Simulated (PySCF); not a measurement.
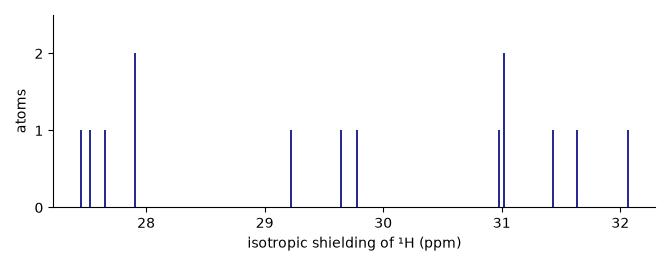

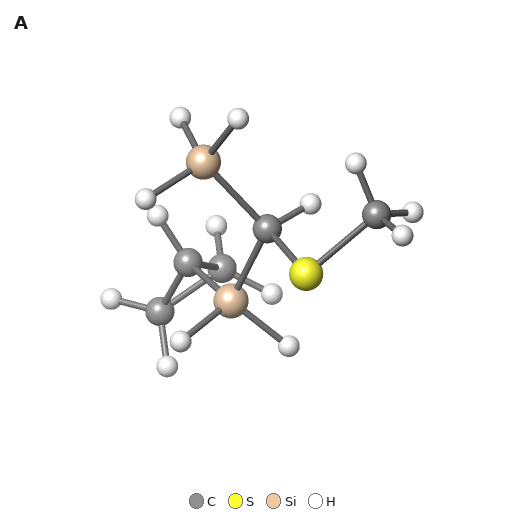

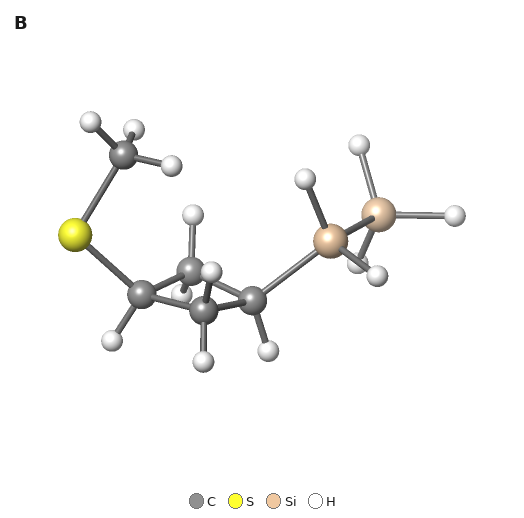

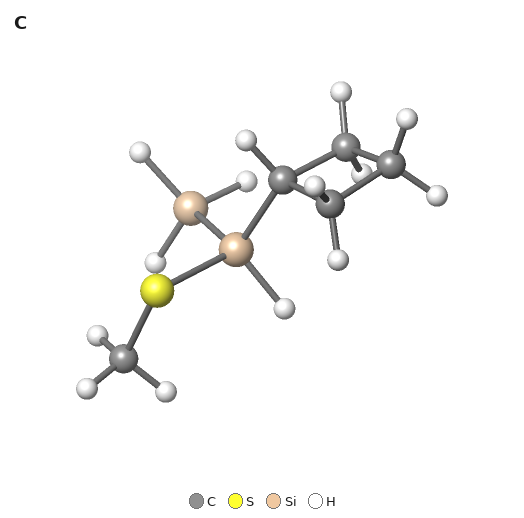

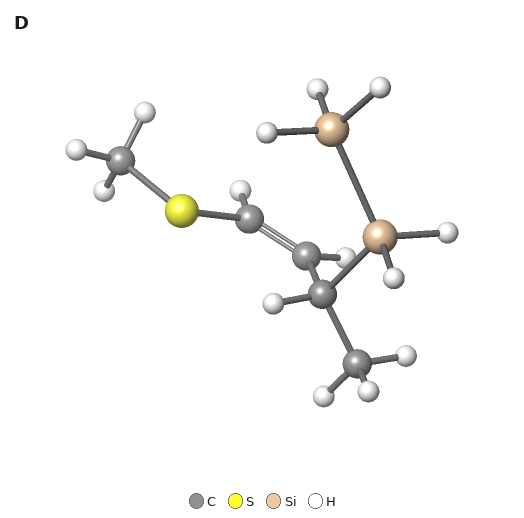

The sticks are computed shieldings of one of the molecules, for one fixed geometry (GFN2-xTB) without averaging over rotations. Low shielding means a high chemical shift. Method: GIAO PBE0/pcSseg-1 NMR shielding, non-relativistic, gas phase (PySCF 2.14.0).

Question: Match the spectrum to a structure.

Answer: A, `CS[C@H]([SiH3])[SiH2]C1CC1`. Its 14 H atoms give lines at 27.45, 27.53, 27.65, 27.91 (2 atoms), 29.22, 29.65, 29.78, 30.98, 31.02 (2 atoms), 31.43, 31.63, 32.06 ppm.

The geometry is semi-empirical. Around Si such bond lengths and angles can be off by a tenth of an ångström or more and by several degrees, and values that hang on the shape move with them.
